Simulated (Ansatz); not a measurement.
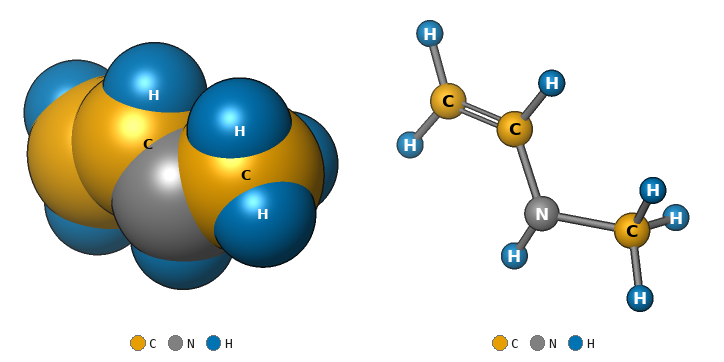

The same structure drawn twice, from different directions.

Computed geometry: PBE0-D4/def2-TZVP optimisation.

> Count the atoms of each element.

C₃H₇N, 11 atoms: 3 carbon, 7 hydrogen and 1 nitrogen.

> Write the SMILES.

C=CNC

> Which point group does it belong to?

C1.

> Does it have rings?

It has no ring.

> Count the bonded pairs by element.

6 C–H, 2 C–N, 1 C–C, 1 N–H.

The parts below concern this one geometry. Atoms keep their numbers from picture to picture.

## Geometry

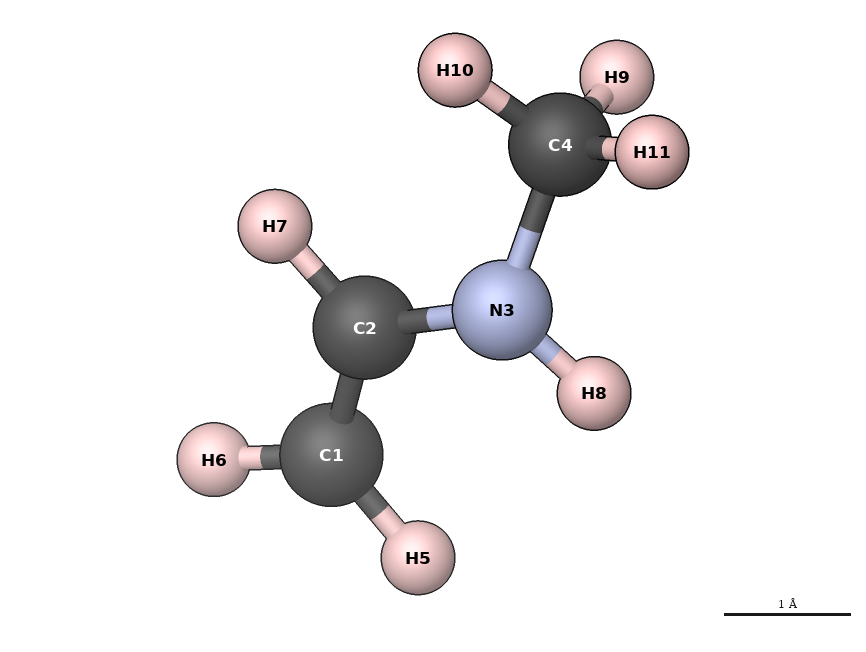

Numbered structure.

Estimate the angles C2–C1–H5, C2–C1–H6, C1–C2–N3, C1–C2–H7, N3–C2–H7, C2–N3–C4, C2–N3–H8, C4–N3–H8, N3–C4–H9, N3–C4–H10, N3–C4–H11.

| angle | degrees |
| --- | --- |
| C2–C1–H5 | 122.1 |
| C2–C1–H6 | 120.2 |
| C1–C2–N3 | 127.0 |
| C1–C2–H7 | 119.8 |
| N3–C2–H7 | 113.2 |
| C2–N3–C4 | 119.3 |
| C2–N3–H8 | 114.2 |
| C4–N3–H8 | 114.4 |
| N3–C4–H9 | 113.8 |
| N3–C4–H10 | 109.3 |
| N3–C4–H11 | 109.7 |

## Charges

The questions are on Mulliken charges. Method: RKS PBE-D4/def2-TZVPP (Ansatz 0.2.0).

> Which atom carries the highest charge (most positive or least negative)?

H8 (0.14 e).

> And the lowest?

C1 (−0.27 e).

List the Mulliken charges.

```json
{"atom": "C1", "value (e)": "−0.27"}
{"atom": "C2", "value (e)": "0.00"}
{"atom": "N3", "value (e)": "−0.17"}
{"atom": "C4", "value (e)": "−0.18"}
{"atom": "H5", "value (e)": "0.05"}
{"atom": "H6", "value (e)": "0.08"}
{"atom": "H7", "value (e)": "0.07"}
{"atom": "H8", "value (e)": "0.14"}
{"atom": "H9", "value (e)": "0.09"}
{"atom": "H10", "value (e)": "0.09"}
{"atom": "H11", "value (e)": "0.09"}
```

## Dipole moment

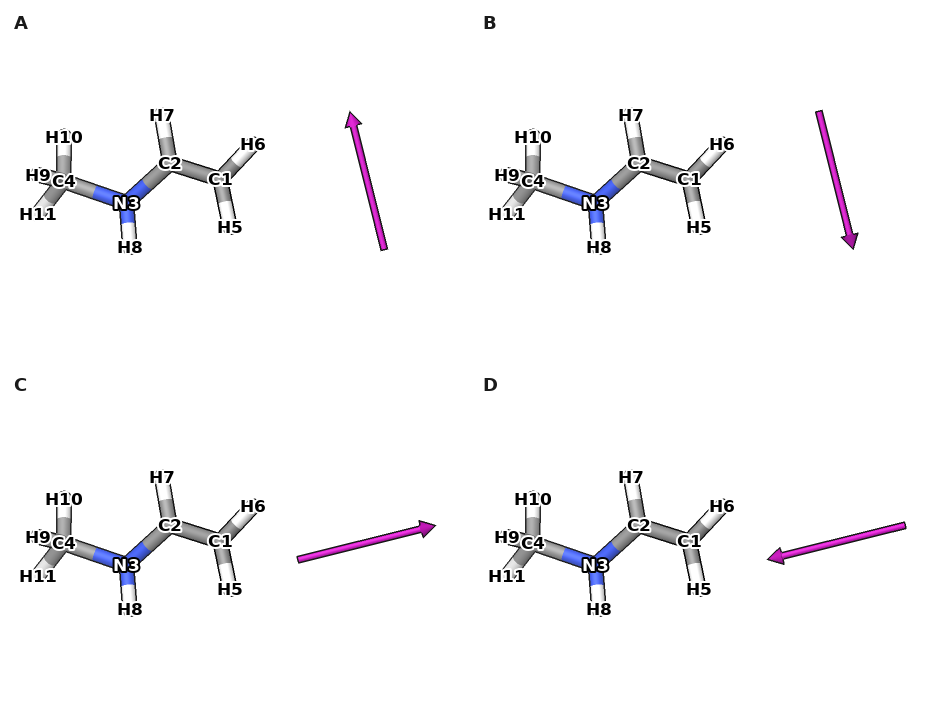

The same molecule four times, each with an arrow. Method: RKS PBE0-D4/def2-TZVP (Ansatz 0.2.0).

> Which arrow points along the dipole moment, from the negative to the positive end?

D. The dipole moment is 1.59 D; it points from the side of H6 to the side of H11 (the outermost atoms at the two ends).

## Electronic properties

Method: RKS r2SCANh-D4/def2-TZVPP (Ansatz 0.2.0).

Computed properties:

- HOMO energy (Kohn–Sham orbital): −5.24 eV
- LUMO energy (Kohn–Sham orbital): 0.60 eV
- HOMO–LUMO gap: 5.84 eV
- dispersion correction: −4.2 kJ/mol

## Thermal motion

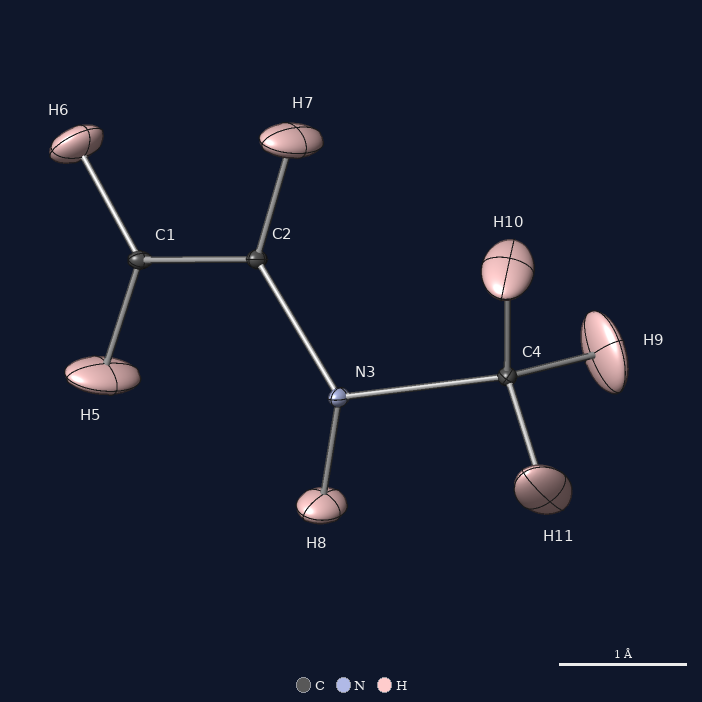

Displacement ellipsoids at the 50 % level, from the internal vibrations of the free molecule (harmonic, no overall translation or rotation; no half-axis is drawn under 0.075 Å). Vibrations computed with RKS PBE0-D4/def2-TZVP (Ansatz 0.2.0). Temperature: 200 K.

List U_eq and the three principal root-mean-square amplitudes for each kind of atom.

```csv
atom,U_eq (Å²),rms amplitudes (Å)
C1,0.0022,"0.028, 0.035, 0.067"
C2,0.0023,"0.030, 0.039, 0.066"
N3,0.0026,"0.028, 0.038, 0.075"
C4,0.0019,"0.028, 0.036, 0.061"
H5,0.0249,"0.075, 0.139, 0.223"
H6,0.0165,"0.078, 0.133, 0.160"
H7,0.0204,"0.079, 0.117, 0.203"
H8,0.0152,"0.076, 0.116, 0.163"
H9,0.0279,"0.081, 0.168, 0.221"
H10,0.0267,"0.079, 0.134, 0.237"
H11,0.0288,"0.082, 0.133, 0.249"
```

Mulliken values depend strongly on the basis set and can even reverse the polarity of a bond.
